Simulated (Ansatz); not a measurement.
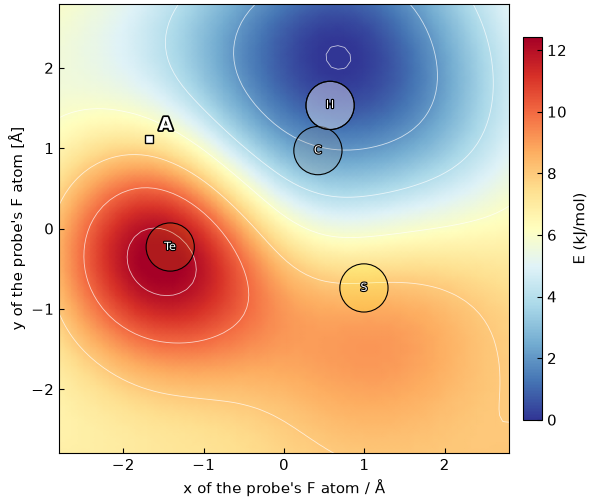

CH₂STe (SMILES C1S[Te]1) with the probe HF. The probe is moved over a plane parallel to the molecule's main plane, 3.24 Å above it. Coordinates scanned: (1) x of the probe's F atom; (2) y of the probe's F atom. Nothing is relaxed (molecule and probe rigid, the probe upright with F nearest the plane). The grid has 11 × 11 points. Points are written as (first, second). Energies: kJ/mol, counted from the lowest grid point. Level of theory: RKS PBE-D4/def2-SVPD (Ansatz).

The picture shows a smooth colour map with a few white contour lines, labelled circles for the molecule's atoms, projected on the plane, the point A. Between grid points the surface is interpolated.

Which way does the force act at A, and how strong is it?

A, at (−1.68 Å, 1.12 Å), is not a stationary point. The computed force is 0.048 eV/Å in the plane, pointing up in the picture (components 0.012 and 0.046 eV/Å).
